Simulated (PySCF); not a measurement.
C$_{4}$H$_{10}$F$_{2}$Si (TMS-CHF2)

```yaml
atoms:
  - { symbol: C, position_ang: [0.6819, 0.1899, -1.7832] }
  - { symbol: Si, position_ang: [-0.0594, -0.0071, -0.0707] }
  - { symbol: C, position_ang: [-0.2164, -1.8101, 0.4120] }
  - { symbol: C, position_ang: [-1.6921, 0.9015, 0.0974] }
  - { symbol: C, position_ang: [1.1734, 0.7695, 1.1866] }
  - { symbol: F, position_ang: [0.6717, 0.6524, 2.4528] }
  - { symbol: F, position_ang: [2.3548, 0.0820, 1.1453] }
  - { symbol: H, position_ang: [0.0551, -0.3052, -2.5416] }
  - { symbol: H, position_ang: [1.6846, -0.2629, -1.8238] }
  - { symbol: H, position_ang: [0.7746, 1.2503, -2.0658] }
  - { symbol: H, position_ang: [0.7659, -2.3049, 0.3729] }
  - { symbol: H, position_ang: [-0.9013, -2.3484, -0.2615] }
  - { symbol: H, position_ang: [-0.6005, -1.9017, 1.4395] }
  - { symbol: H, position_ang: [-2.0540, 0.8553, 1.1361] }
  - { symbol: H, position_ang: [-2.4603, 0.4503, -0.5503] }
  - { symbol: H, position_ang: [-1.5977, 1.9620, -0.1842] }
  - { symbol: H, position_ang: [1.4127, 1.8393, 1.0286] }
```

Geometry: PBE0-D3(BJ)/def2-SVP.

Level of theory: PBE0/pcSseg-1, SCF density, in a chloroform solvent model, non-relativistic (PySCF).

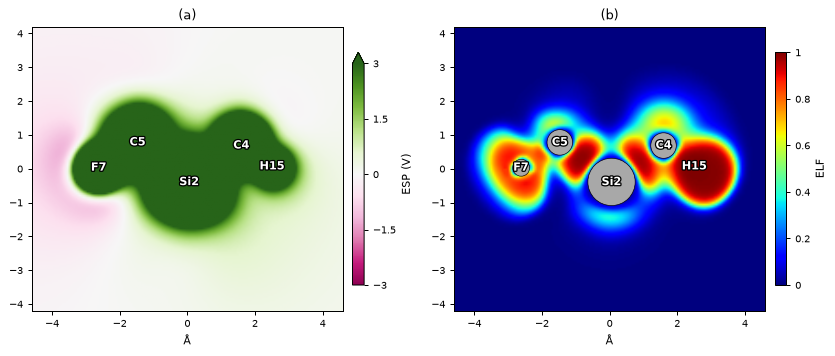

Figure 1. (a) molecular electrostatic potential; (b) electron localisation function on the plane of atoms C4, Si2 and C5. Grey discs cover the atomic cores in the ELF map.

Question: What do the fields say about this system?

Answer: Atoms in the plane: Si, C, F and H.
C–F (1.37 Å): the ELF peaks at about 0.85 between the atoms (a polar covalent bond).
C–Si (1.88 Å): the ELF peaks at about 0.95 between the atoms (localised, covalent bonding).
C–H (1.10 Å): the ELF climbs to about 1 towards the hydrogen, as it does in any bond to H; a covalent bond by its length.
C–Si (1.92 Å): the ELF peaks at about 1 between the atoms, as expected for a shared electron pair.
The ELF also peaks beside F7, away from the bonds: lone-pair regions.
Outside the dense part of the molecule the potential is most negative (−1.2 V) near F7.

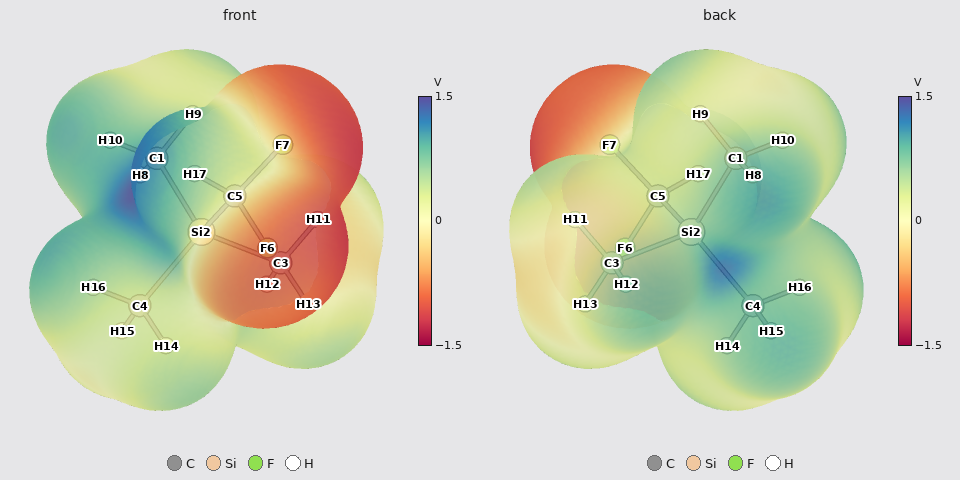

Figure 2. The electrostatic potential painted on the density surface at 0.002 e/bohr³, seen from the front and from behind; the colour scale runs from red (negative) to blue (positive).

Question: Where is the surface potential most negative and most positive?

Answer: The most negative region (about −1.2 V) lies over F6 and F7, the most positive (about +1.3 V) over Si2 and H17.
